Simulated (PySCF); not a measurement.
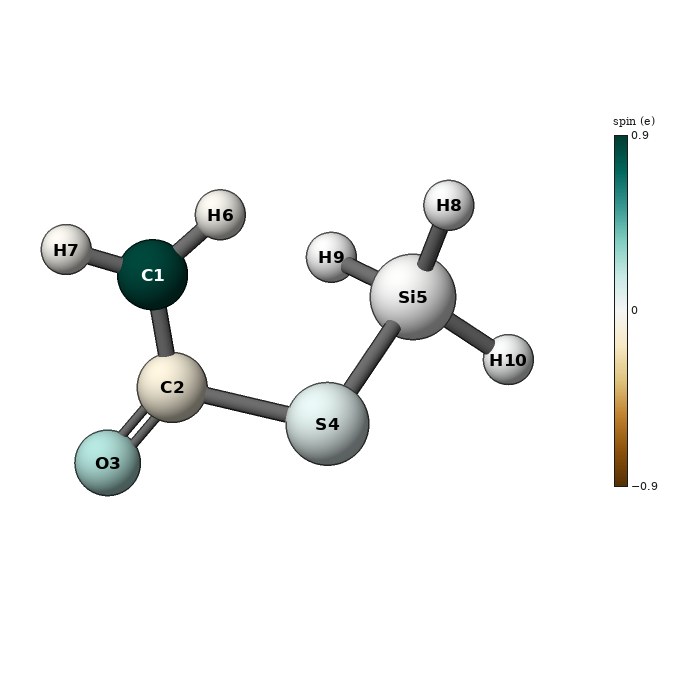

Atoms are coloured by their Mulliken spin populations. The species is neutral and a spin doublet. The computed structure is the end point of a GFN2-xTB optimisation. No frequency run is at hand to confirm it as a minimum. Level of theory: UKS B3LYP, pcH-1 on C H O S Si, non-relativistic (PySCF 2.14.0).

**Which atom carries the largest spin population?**

C1 (0.85 e).

**Which atom has the lowest spin population?**

C2 (−0.10 e); a negative value comes from spin polarisation.

List the Mulliken spin populations.

| atom | value (e) |
| --- | --- |
| C1 | 0.85 |
| C2 | −0.10 |
| O3 | 0.23 |
| S4 | 0.08 |
| Si5 | 0.00 |
| H6 | −0.03 |
| H7 | −0.04 |
| H8 | 0.00 |
| H9 | 0.00 |
| H10 | 0.01 |

Mulliken values depend strongly on the basis set. The geometry is semi-empirical. Around Si such bond lengths and angles can be off by a tenth of an ångström or more and by several degrees, and values that hang on the shape move with them.
